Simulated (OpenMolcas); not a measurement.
# One shape, several levels: C2H7Ga (SMILES [CH3][GaH][CH3])

Wanted: a comparison of 6 runs (HF/STO-3G, HF/def2-SVP, B3LYP/6-31G*, B2PLYP/def2-SVP, BHLYP/def2-SVP, SVWN5/def2-SVP) of C2H7Ga. 

Program for the calculation: OpenMolcas 26.06.

### 1 The system as given

C2H7Ga has 10 atoms, charge 0, and is taken as a singlet. SMILES: `[CH3][GaH][CH3]`. The C1–H4 distance was set to 1.643 Å, away from the relaxed value. At this shape a bond of the SMILES string is far longer than usual.

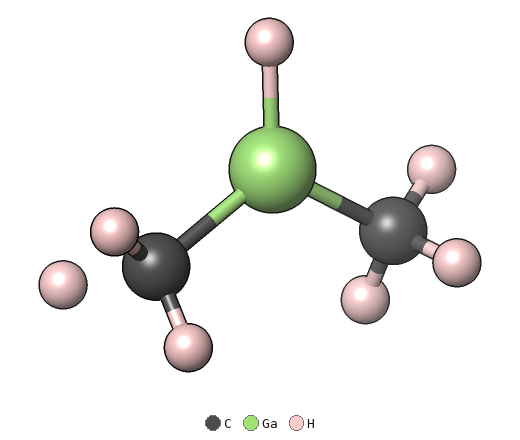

Viewed from a chosen angle; carbon dark grey, gallium green, hydrogen pink.

### 2 A single-point energy at HF/STO-3G (run 1)

File mol.xyz:

```xyz
10

C     -0.828242     1.407109    -0.293585
Ga     0.884158     0.530409     0.136915
C      0.916658    -1.057191     1.305115
H     -1.533700     0.614200    -1.548200
H     -0.700242     2.448109    -0.593285
H     -1.524542     1.359509     0.546815
H      2.232458     1.100809    -0.454385
H      0.922858    -0.729691     2.350515
H      1.804458    -1.671591     1.148715
H      0.025558    -1.673991     1.168315
```

File calc.inp:

```
&GATEWAY
  BASLIB=$CurrDir
  COORD=mol.xyz
  BASIS=STO-3G
  GROUP=NoSym

&SEWARD

&SCF
  THRESHOLDS=1e-10 1e-07 1e-07 1e-05
  PRORBITALS=1 2
```

The basis set STO-3G is read from a file made from the Basis Set Exchange's data (not shown).

The run is started by

```
$ export MOLCAS_MEM=1860
$ pymolcas calc.inp > calc.log
```

The program printed:

```text
--- Start Module: gateway ---
[...]
--- Stop Module: gateway /rc=_RC_ALL_IS_WELL_ ---
--- Start Module: seward ---
[...]
      Basis functions           35
--- Stop Module: seward /rc=_RC_ALL_IS_WELL_ ---
--- Start Module: scf ---
[...]
       Convergence after  34 Iterations
[...]
::    Total SCF energy                              -1979.6354445427
[...]
      Total spin, S                                     0.0000000000
[...]
      Total electronic charge=   50.000000
      Total            charge=   -0.000000
[...]
      Dipole Moment (debye):
      Origin of the operator (angstrom)=    0.6325    0.4222    0.2422
                   X=  3.9695E-02               Y=  1.4742E-01               Z=  2.5378E-01           Total=  2.9616E-01
      Quadrupole Moment (debye*angstrom):
[...]
--- Stop Module: scf /rc=_RC_ALL_IS_WELL_ ---
[...]
```

It took 1.4 s on 1 thread of Intel Xeon 6975P-C (Granite Rapids), shared host; peak memory 0.37 GiB.

### 3 A single-point energy at HF/def2-SVP (run 2)

File struct.xyz:

```xyz
10

C     -0.828242     1.407109    -0.293585
Ga     0.884158     0.530409     0.136915
C      0.916658    -1.057191     1.305115
H     -1.533700     0.614200    -1.548200
H     -0.700242     2.448109    -0.593285
H     -1.524542     1.359509     0.546815
H      2.232458     1.100809    -0.454385
H      0.922858    -0.729691     2.350515
H      1.804458    -1.671591     1.148715
H      0.025558    -1.673991     1.168315
```

File calc.inp:

```
&GATEWAY
BASLIB
$CurrDir
COORD
struct.xyz
BASIS
def2-SVP
GROUP
NoSym
&SEWARD
&SCF
THRESHOLDS
1e-10 1e-07 1e-07 1e-05
PRORBITALS
1 1
```

The basis set def2-SVP is read from a file made from the Basis Set Exchange's data (not shown).

The run is started by

```
$ export MOLCAS_MEM=1860
$ pymolcas calc.inp > calc.log
```

The program printed:

```text
--- Start Module: gateway ---
[...]
--- Stop Module: gateway /rc=_RC_ALL_IS_WELL_ ---
--- Start Module: seward ---
[...]
      Basis functions           95
--- Stop Module: seward /rc=_RC_ALL_IS_WELL_ ---
[...]
--- Start Module: scf ---
[...]
       Convergence after  13 Iterations
[...]
::    Total SCF energy                              -2002.6645246295
[...]
      Total spin, S                                     0.0000000000
[...]
      Total electronic charge=   50.000000
      Total            charge=   -0.000000
[...]
      Dipole Moment (debye):
      Origin of the operator (angstrom)=    0.6325    0.4222    0.2422
                   X= -1.1250E-01               Y=  1.1294E-01               Z=  8.1401E-01           Total=  8.2947E-01
      Quadrupole Moment (debye*angstrom):
[...]
--- Stop Module: scf /rc=_RC_ALL_IS_WELL_ ---
[...]
```

Run time: 6.3 s. Hardware: 1 thread of Intel Xeon 6975P-C (Granite Rapids), shared host; peak memory 0.53 GiB.

Runs 3 to 5 aren't shown in full; the table further down has their settings and results.

### 4 The energy at SVWN5/def2-SVP (run 6)

File job.inp:

```
* C2H7Ga Kohn-Sham DFT
&GATEWAY
BasLib=$CurrDir
Coord
10
angstrom
C       -0.828242       1.407109      -0.293585
Ga       0.884158       0.530409       0.136915
C        0.916658      -1.057191       1.305115
H       -1.533700       0.614200      -1.548200
H       -0.700242       2.448109      -0.593285
H       -1.524542       1.359509       0.546815
H        2.232458       1.100809      -0.454385
H        0.922858      -0.729691       2.350515
H        1.804458      -1.671591       1.148715
H        0.025558      -1.673991       1.168315
Basis=def2-SVP
Group=NoSym
&SEWARD
GridInput
Grid=UltraFine
End of Grid
&SCF
KSDFT=SVWN5
Thresholds=1e-10 1e-07 1e-07 1e-05
PrOrbitals=1 1
```

The basis set def2-SVP is read from a file made from the Basis Set Exchange's data (not shown).

The run is started by

```
$ export MOLCAS_MEM=1860
$ pymolcas job.inp > job.log
```

The program printed:

```text
--- Start Module: gateway ---
[...]
--- Stop Module: gateway /rc=_RC_ALL_IS_WELL_ ---
--- Start Module: seward ---
[...]
      Basis functions           95
--- Stop Module: seward /rc=_RC_ALL_IS_WELL_ ---
[...]
--- Start Module: scf ---
[...]
       Convergence after  15 Iterations
[...]
::    Total KS-DFT energy                           -2001.0854586740
[...]
      Total spin, S                                     0.0000000000
[...]
      Total electronic charge=   50.000000
      Total            charge=   -0.000000
[...]
      Dipole Moment (debye):
      Origin of the operator (angstrom)=    0.6325    0.4222    0.2422
                   X= -5.2860E-01               Y= -1.1928E-01               Z=  5.3989E-01           Total=  7.6494E-01
      Quadrupole Moment (debye*angstrom):
[...]
--- Stop Module: scf /rc=_RC_ALL_IS_WELL_ ---
[...]
```

It took 14 s on 1 thread of Intel Xeon 6975P-C (Granite Rapids), shared host; peak memory 0.53 GiB.

### 5 The series

```tsv
run	level	Cartesian functions	integration grid	energy (Eh)	dipole moment (D)	HOMO energy (eV)	LUMO energy (eV)	wall time
1	HF/STO-3G	no	–	-1979.635445	0.30	-6.87	4.95	1.4 s
2	HF/def2-SVP	no	–	-2002.664525	0.83	-10.60	1.65	6.3 s
3	B3LYP/6-31G* (Cartesian functions)	yes	UltraFine	-2004.976061	0.81	-7.33	-1.41	15 s
4	B2PLYP/def2-SVP	no	UltraFine	-2004.413631	0.75	-8.76	-0.17	19 s
5	BHLYP/def2-SVP	no	UltraFine	-2004.803132	0.73	-8.82	-0.45	21 s
6	SVWN5/def2-SVP	no	UltraFine	-2001.085459	0.76	-6.56	-2.23	14 s
```

### 6 What came out

| quantity | value |
| --- | --- |
| run 6: total energy | -2001.08546 Eh |
| run 6: dipole moment | 0.76 D |
| run 6: HOMO energy | -6.56 eV |
| run 6: LUMO energy | -2.23 eV |
| run 6: HOMO–LUMO gap | 4.33 eV |

What this shows: The dipole moment (its size) runs from 0.30 D (HF/STO-3G) to 0.83 D (HF/def2-SVP). The HOMO–LUMO gap runs from 4.33 eV (SVWN5/def2-SVP) to 12.25 eV (HF/def2-SVP). Exact exchange widens orbital gaps. For B2PLYP the log adds the whole second-order term; the table takes 0.27 of it, as the functional is defined. Totals of different functionals can't be ranked against each other. In run 1 the basis is minimal, so the values are rough. All runs together took 76 s, the longest 21 s.
